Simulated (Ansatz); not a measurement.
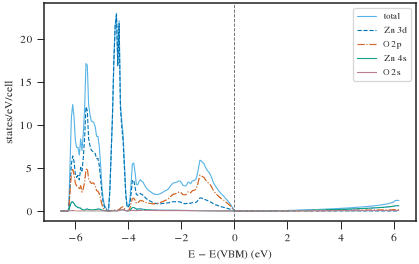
Figure: Total and projected density of states of ZnO (wurtzite, P6_3mc), r²SCAN (plane waves, PAW; program Ansatz)

Q: Which orbitals carry the states next to the gap?

A: Top 1 eV of the valence band: O 2p 72 %, Zn 3d 25 %. Bottom 1 eV of the conduction band: Zn 4s 59 %, O 2s 22 %, O 2p 16 %. Projections are on Löwdin-orthogonalised atomic valence shells; empty p or d shells of many metals are not among them.

Q: Where is the tallest occupied peak in this window, and what makes it?

A: Near -4.4 eV, about 23 states/eV per cell; the largest projected share is Zn 3d.

The cell was relaxed with r²SCAN under the symmetry of its start.

Potentials: the later of the program's two PAW sets.
